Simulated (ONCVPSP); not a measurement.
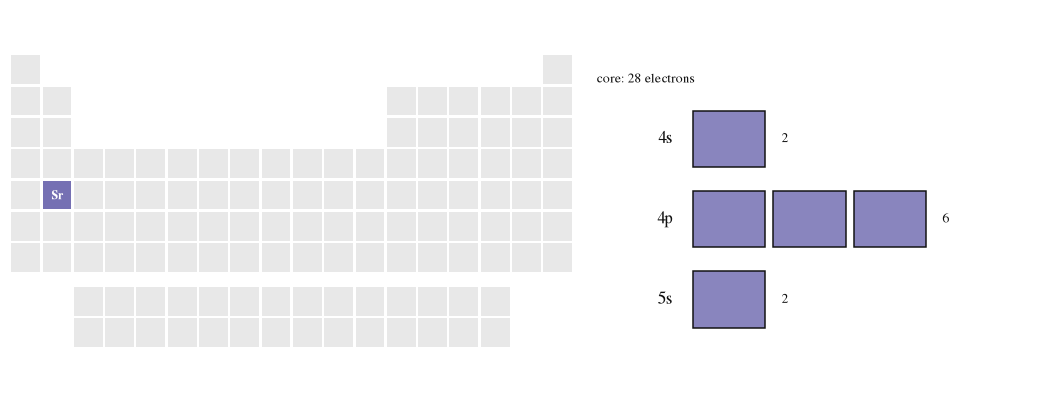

**Figure 1.** Left, the place of strontium in the periodic table; right, the valence shells of the reference configuration: a box for each of the 2l + 1 orbitals, shaded by the share of the shell that is filled, with the electron count at the right.

Sr: pseudopotential generation

System: strontium (Sr, Z = 38), core [Ar] 3d10, reference valence 4s2 4p6 5s2, valence charge 10.
Method: ONCV potential, PBEsol, scalar-relativistic, made with ONCVPSP 4.0.1.

Results in brief:

- outcome: generated, with a ghost state
- cutoffs needed: 7.3 Ha and 13 Ha (the cutoffs at which the residual kinetic energy of the hardest occupied pseudo-wave falls to 1 and 0.1 mHa per electron); the channels without a valence shell are harder: d needs 21 Ha for 1 mHa
- ghost test: GHOST(-) flagged for p at -352.5 eV; no localised positive-energy state flagged
- largest excitation error: -5.5 meV (all-electron minus pseudo) for 4s2 4p6 5s0, out of 4 test configurations
- rms error of d²Exc/dni dnj: 4.03 mHa without and 2.24 mHa with the model core
- range over which the phases arctan(r R′/R) at the test radius agree within 0.05 rad (a looser test near the poles than one of phase shifts): s: up to about 2.5 Ha; p: up to about 1.6 Ha; d: up to about 2.8 Ha; f: not judged, local potential alone
- hardware: 1 CPU thread, shared host
- wall time: 5.2 s

Notes:

The potential has a bound ghost state, so it can't be used as it stands. Warnings of the program, in the generation or the tests: wellstate: moderately localized bound state found for n= 4 l= 2.

Input file:
```
# ATOM AND REFERENCE CONFIGURATION
# atsym  z   nc   nv     iexc    psfile
  Sr 38.00    6    3  -116133      upf
#
#   n    l    f
    1    0    2.00
    2    0    2.00
    2    1    6.00
    3    0    2.00
    3    1    6.00
    3    2   10.00
    4    0    2.00
    4    1    6.00
    5    0    2.00
#
# PSEUDOPOTENTIAL AND OPTIMIZATION
# lmax
    2
#
#   l,   rc,      ep,       ncon, nbas, qcut
    0    2.45    0.00    4    8    4.20
    1    2.05    0.00    4    7    5.90
    2    2.00    0.13    5    8    4.00
#
# LOCAL POTENTIAL
# lloc, lpopt,  rc(5),   dvloc0
    2    5    2.00    0.00
#
# VANDERBILT-KLEINMAN-BYLANDER PROJECTORs
# l, nproj, debl
    0    2    2.50
    1    2    1.20
    2    0    2.80
#
# MODEL CORE CHARGE
# icmod, fcfact, rcfact
    1    0.75    0.00
#
# LOG DERIVATIVE ANALYSIS
# epsh1, epsh2, depsh
   -3.00    5.00    0.02
#
# OUTPUT GRID
# rlmax, drl
    6.00    0.01
#
# TEST CONFIGURATIONS
# ncnf
    4
# nvcnf
#   n    l    f
    3
    4    0    2.00
    4    1    6.00
    5    0    1.00
#
    3
    4    0    2.00
    4    1    6.00
    5    0    0.00
#
    3
    4    0    2.00
    4    1    6.00
    5    0    1.50
#
    4
    4    0    2.00
    4    1    6.00
    5    0    0.00
    5    1    2.00
#
```

Command:
```bash
oncvpsp.x < Sr.dat > Sr.out
```

Log (extracts):
```
ONCVPSP  (Optimized Norm-Conservinng Vanderbilt PSeudopotential)
scalar-relativistic version 4.0.1

#   n    l    f        energy (Ha)
    1    0    2.00    -5.8528185E+02
    2    0    2.00    -7.9254900E+01
    2    1    6.00    -7.0438680E+01
    3    0    2.00    -1.2248218E+01
    3    1    6.00    -9.4040509E+00
    3    2   10.00    -4.7044764E+00
    4    0    2.00    -1.5021090E+00
    4    1    6.00    -8.3813607E-01
    5    0    2.00    -1.2995384E-01

Reference configufation results
  iterations    20
  all-electron total energy (Ha)   -3.17757486D+03

Begin loop to  construct optimized pseudo wave functions
and semi-local pseudopoentials for all angular momenta

Calculating optimized projector #   1

 for l=   0

    Fraction of norm inside rc  0.973665
    Optimizing pswf for qcut=   4.19 a_B^-1,  ecut=   8.79 Ha
    Residual kinetic energy error=  1.40D-05 Ha

    Energy error per electron        Cutoff
         Ha          eV             Ha
         0.01000     0.27211        2.73
         0.00100     0.02721        3.81
         0.00010     0.00272        6.72
         0.00001     0.00027       10.80

Calculating optimized projector #   2

 for l=   0

    Fraction of norm inside rc  0.079598
    Optimizing pswf for qcut=   4.19 a_B^-1,  ecut=   8.79 Ha
    Residual kinetic energy error=  3.64D-05 Ha

    Energy error per electron        Cutoff
         Ha          eV             Ha
         0.01000     0.27211        2.16
         0.00100     0.02721        3.52
         0.00010     0.00272        7.63
         0.00001     0.00027       15.31

   Wellstate for l =  1  n =  5
     eigenvalue =   0.3619
     asymptotic potential =   0.8619
     half-point radius =  3.7783

Calculating optimized projector #   1

 for l=   1

    Fraction of norm inside rc  0.815171
    Optimizing pswf for qcut=   5.89 a_B^-1,  ecut=  17.37 Ha
    Residual kinetic energy error=  4.09D-06 Ha

    Energy error per electron        Cutoff
         Ha          eV             Ha
         0.01000     0.27211        5.59
         0.00100     0.02721        7.30
         0.00010     0.00272       12.62
         0.00001     0.00027       16.20

Calculating optimized projector #   2

 for l=   1

    Fraction of norm inside rc  0.130662
    Optimizing pswf for qcut=   5.89 a_B^-1,  ecut=  17.37 Ha
    Residual kinetic energy error=  1.36D-05 Ha

    Energy error per electron        Cutoff
         Ha          eV             Ha
         0.01000     0.27211        5.35
         0.00100     0.02721        7.35
         0.00010     0.00272       13.95
         0.00001     0.00027       17.96

WARNING wellstate: moderately localized bound state found for n= 4 l=  2
WARNING scattering state with energy  0.05000000
WARNING will be used for the first projector

   Wellstate for l =  2  n =  4
     eigenvalue =   0.0500
     asymptotic potential =   0.5500
     half-point radius =  3.4537

Calculating optimized projector #   1

 for l=   2

    Fraction of norm inside rc  0.459980
    Optimizing pswf for qcut=   3.99 a_B^-1,  ecut=   7.96 Ha
    Residual kinetic energy error=  1.05D-02 Ha

    Energy error per electron        Cutoff
         Ha          eV             Ha
         0.01000     0.27211        8.04
         0.00100     0.02721       20.97
         0.00010     0.00272       48.02
         0.00001     0.00027       56.21

Construct Vanderbilt / Kleinmman-Bylander projectors

B matrix Hermiticity error, ll=   0
   1   2    7.4257E-05

  Orthonormal projector coefficients  3.9910E+00  1.4742E+00

B matrix Hermiticity error, ll=   1
   1   2    1.0256E-04

  Orthonormal projector coefficients -2.4374E+01  1.9139E+00

Model core correction analysis
  based on d2Exc/dn_idn_j

d2excae - all-electron derivatives

   -3.210197D-02   -2.787714D-02   -1.347631D-03
   -2.796854D-02   -2.651713D-02   -1.103196D-03
   -1.746373D-03   -1.818556D-03   -2.639436D-04

d2excps - pseudofunction derivatives with no core correction

   -4.296364D-02   -3.090473D-02   -2.361583D-03
   -3.099674D-02   -2.928303D-02   -1.336845D-03
   -2.761367D-03   -2.053189D-03   -3.448702D-04

rms 2nd derivative error    4.029571E-03

Polynomial model core charge

d2excps - pseudofunction derivatives with core correction

   -2.678866D-02   -2.500720D-02   -1.067865D-03
   -2.509806D-02   -2.675341D-02   -8.742162D-04
   -1.466457D-03   -1.589569D-03   -2.414290D-04

rms 2nd derivative error    2.236697E-03

Pseudoatom total energy  -31.304648

Diagnostic tests using Vanderbilt-Kleinman-Bylander pseudopotentials
  1 or more projectors used as specified by nproj input data

   l    rcore       rmatch      e in        delta e   norm test  slope test

   0   2.4574760   2.5320903  -1.5021090   0.0000007   1.0000869   1.0000780
   0   2.4574760   2.5320903  -0.1299538   0.0000006   1.0000145   1.0000117

   1   2.0537608   2.1161175  -0.8381361   0.0000020   0.9999511   0.9999635
   1   2.0537608   2.1161175   0.3618639   0.0000154   1.0004358   1.0004358

   2   2.0052011   2.0660834   0.0500000   0.0000011   1.0000006   1.0000006

 Testing for bound ghosts
   n   l    E NL Schr. Eq   E Basis Diag.   E Cutoff

   1   0       -1.502108       -1.501895     43.87
   2   0       -0.129953       -0.111183     43.87

       1                      -12.954729     52.87  WARNING - GHOST(-)
   2   1       -0.838134       -0.838060     52.87

 Testing for highly-localized positive-energy ghosts
       l    <radius>/rc     E Basis Diag.   E Cutoff

Test configuration 0

   n   l     f        eae           eps        diff
   1   0  2.0000 -585.28184953
   2   0  2.0000  -79.25489988
   2   1  6.0000  -70.43867983
   3   0  2.0000  -12.24821790
   3   1  6.0000   -9.40405086
   3   2 10.0000   -4.70447635
   4   0  2.0000   -1.50210901   -1.50210834    6.75D-07
   4   1  6.0000   -0.83813607   -0.83813405    2.02D-06
   5   0  2.0000   -0.12995384   -0.12995326    5.79D-07

    Total energies and differences
      AE_ref= -3.17757486D+03  AE_tst= -3.17757486D+03  dif=  0.00D+00
      PS_ref= -3.13046482D+01  PS_tst= -3.13046482D+01  dif= -5.68D-14
      PSP excitation error=  5.68D-14

Test configuration 1

   n   l     f        eae           eps        diff
   1   0  2.0000 -585.51877935
   2   0  2.0000  -79.49139398
   2   1  6.0000  -70.67519542
   3   0  2.0000  -12.48427814
   3   1  6.0000   -9.64008238
   3   2 10.0000   -4.94046327
   4   0  2.0000   -1.73548144   -1.73624947   -7.68D-04
   4   1  6.0000   -1.06997547   -1.07005653   -8.11D-05
   5   0  1.0000   -0.30654424   -0.30659464   -5.04D-05

    Total energies and differences
      AE_ref= -3.17757486D+03  AE_tst= -3.17735818D+03  dif=  2.17D-01
      PS_ref= -3.13046482D+01  PS_tst= -3.10879409D+01  dif=  2.17D-01
      PSP excitation error= -3.24D-05

Test configuration 2

   n   l     f        eae           eps        diff
   1   0  2.0000 -585.80076686
   2   0  2.0000  -79.77256961
   2   1  6.0000  -70.95640555
   3   0  2.0000  -12.76463710
   3   1  6.0000   -9.92038570
   3   2 10.0000   -5.22068510
   4   0  2.0000   -2.01044080   -2.01283926   -2.40D-03
   4   1  6.0000   -1.34155445   -1.34193456   -3.80D-04

    Total energies and differences
      AE_ref= -3.17757486D+03  AE_tst= -3.17695779D+03  dif=  6.17D-01
      PS_ref= -3.13046482D+01  PS_tst= -3.06873839D+01  dif=  6.17D-01
      PSP excitation error= -2.01D-04

Test configuration 3

   n   l     f        eae           eps        diff
   1   0  2.0000 -585.39407586
   2   0  2.0000  -79.36695841
   2   1  6.0000  -70.55074642
   3   0  2.0000  -12.36010957
   3   1  6.0000   -9.51593133
   3   2 10.0000   -4.81633933
   4   0  2.0000   -1.61296057   -1.61325329   -2.93D-04
   4   1  6.0000   -0.94838925   -0.94841228   -2.30D-05
   5   0  1.5000   -0.21591106   -0.21592379   -1.27D-05

    Total energies and differences
      AE_ref= -3.17757486D+03  AE_tst= -3.17748865D+03  dif=  8.62D-02
      PS_ref= -3.13046482D+01  PS_tst= -3.12184326D+01  dif=  8.62D-02
      PSP excitation error= -8.52D-06

Test configuration 4

   n   l     f        eae           eps        diff
   1   0  2.0000 -585.37841667
   2   0  2.0000  -79.35154680
   2   1  6.0000  -70.53520845
   3   0  2.0000  -12.34489154
   3   1  6.0000   -9.50067543
   3   2 10.0000   -4.80105914
   4   0  2.0000   -1.59672758   -1.59838953   -1.66D-03
   4   1  6.0000   -0.93041969   -0.93069934   -2.80D-04
   5   1  2.0000   -0.08292091   -0.08292177   -8.54D-07

    Total energies and differences
      AE_ref= -3.17757486D+03  AE_tst= -3.17740132D+03  dif=  1.74D-01
      PS_ref= -3.13046482D+01  PS_tst= -3.11309772D+01  dif=  1.74D-01
      PSP excitation error= -1.29D-04
```

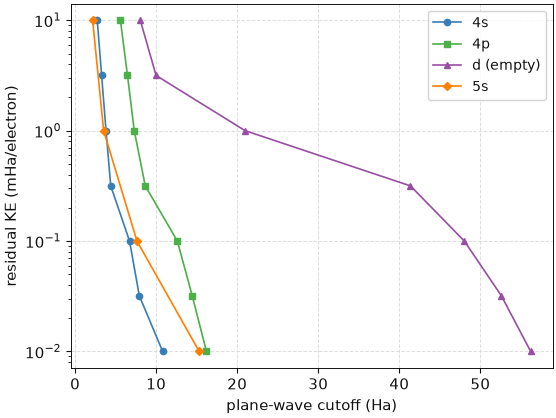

**Figure 2.** Residual kinetic energy of the pseudo-waves (the first of each channel, and further valence shells) beyond the plane-wave cutoff, as the generator prints it.

- Cutoffs for the occupied states: 7.3 Ha for 1 mHa and 13 Ha for 0.1 mHa per electron. The first is set by 4p.
- Hardest wave at 1 mHa per electron: d (empty), with rc = 2.00 bohr and qcut = 4 1/bohr. The optimisation minimises, but can't always remove, the kinetic energy above qcut²/2 = 8.0 Ha, and a larger rc would as a rule soften the wave at some cost in transferability.
- Cutoffs for 1 mHa per electron: d (empty): 21 Ha; 4p: 7.3 Ha; 4s: 3.8 Ha; 5s: 3.5 Ha. The potential isn't sound: its ghost test gives GHOST(-) flagged for p at -352.5 eV; no localised positive-energy state flagged.

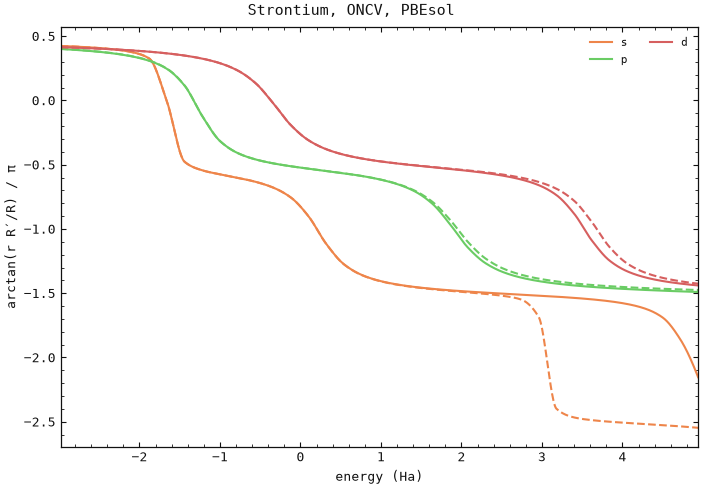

**Figure 3.** Unwrapped phase arctan(r R′/R) in units of π against energy, all-electron (solid) and pseudo (dashed); the pseudo phase is matched to the all-electron one at the reference energy. Here R(r) is the radial function. A near-vertical step is a level narrower than the spacing of the points behind the curves. Not drawn: f: not judged.

- Range over which the phases agree within 0.05 rad: s: up to about 2.5 Ha; p: up to about 1.6 Ha; d: up to about 2.8 Ha.
- Ghost states: Going away from the reference energies, the phases part by more than π/2 in: s at about 3.1 Ha (above its reference energy, pseudo phase lower). Such a step is either a state that only one of the two atoms has or an ordinary level shifted in energy. The separate test gives: GHOST(-) flagged for p at -352.5 eV; no localised positive-energy state flagged. The bound ghosts lie below the range of the plot.

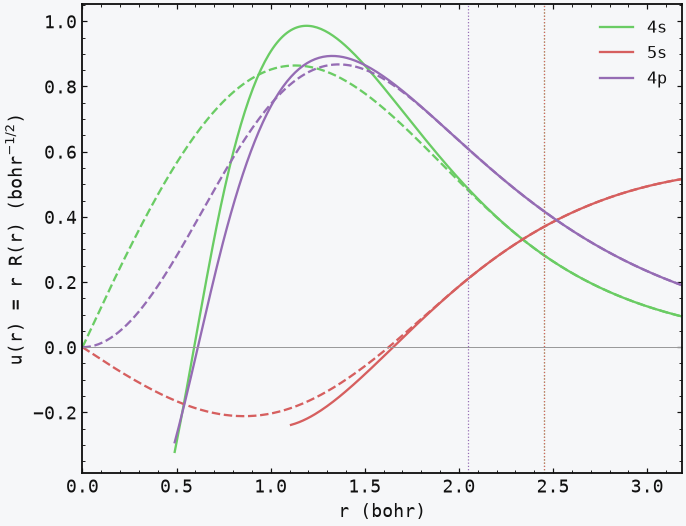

**Figure 4.** Partial waves u(r) = r R(r), all-electron (solid) and pseudo (dashed). Dotted lines mark the matching radii. The innermost oscillations of some all-electron curves aren't drawn. Pseudo-waves: 4s has no node; 5s has a node at about 1.6 bohr; 4p has no node. A node in 5s is expected, since a lower shell of the same l is also in the valence and the two must stay orthogonal.

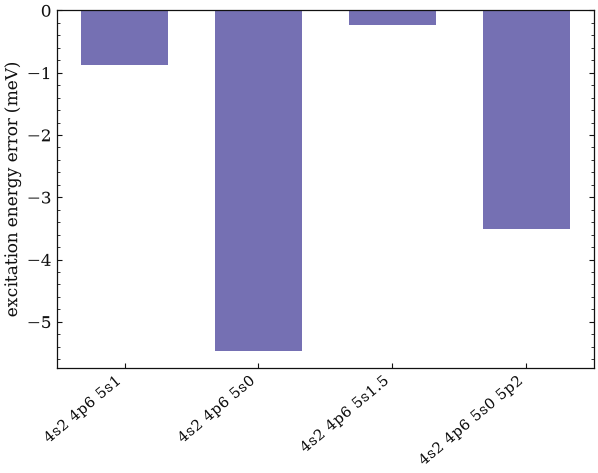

**Figure 5.** Errors, all-electron minus pseudo, of the energies of valence configurations relative to the unpolarised reference 4s2 4p6 5s2.

- Worst configuration: 4s2 4p6 5s0 (charge +2): the error is -5.5 meV on an all-electron energy of +16.79 eV relative to the reference, or 0.033 %.
- Configurations within 10 meV and within 50 meV: 4 and 4 of 4.
- Errors in meV: 4s2 4p6 5s1: -0.9; 4s2 4p6 5s0: -5.5; 4s2 4p6 5s1.5: -0.2; 4s2 4p6 5s0 5p2: -3.5.
